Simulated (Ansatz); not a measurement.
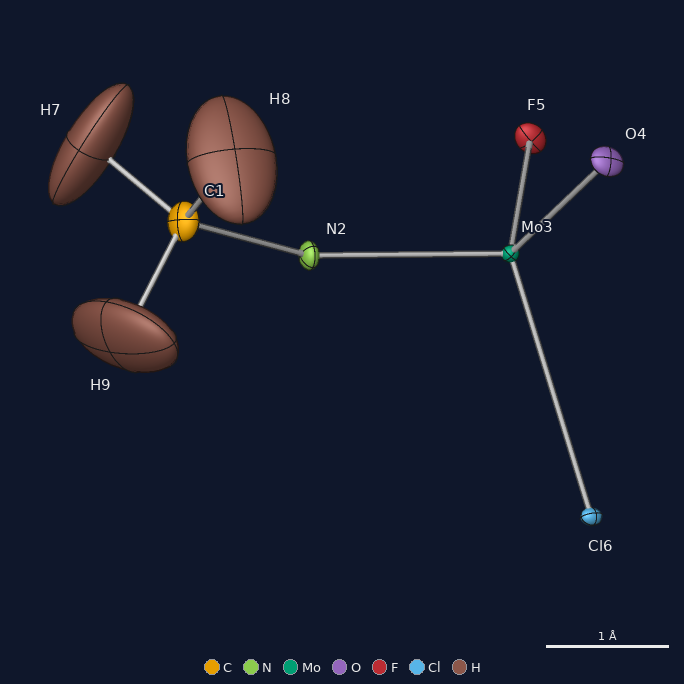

Displacement ellipsoids at the 50 % level, enlarged 1.5 times, from the internal vibrations of the free molecule (harmonic, no overall translation or rotation; no half-axis is drawn under 0.075 Å). Charge 0, singlet. Vibrations computed with RKS PBE0-D4/def2-TZVP, core potentials on Mo (Ansatz 0.2.0). Temperature: 0 K (zero-point motion alone).

Which atom moves most?

Answer. H9, with U_eq = 0.0324 Å².

Does H8 move more along its bond or across it?

Answer. Across it: the root-mean-square amplitude is 0.092 Å along the bond and up to 0.253 Å across, since bending and torsion are softer than stretching.

Give the displacement parameters, one line for each set of equivalent atoms.

```
atom  U_eq (Å²)   rms amplitudes (Å)
  C1     0.0037  0.042, 0.063, 0.073
  N2     0.0023  0.034, 0.053, 0.054
 Mo3    0.00030  0.015, 0.018, 0.019
  O4     0.0028  0.034, 0.057, 0.064
  F5     0.0027  0.037, 0.052, 0.063
 Cl6     0.0012  0.028, 0.033, 0.043
  H7     0.0321  0.091, 0.149, 0.256
  H8     0.0323  0.086, 0.159, 0.253
  H9     0.0324  0.090, 0.157, 0.254
```
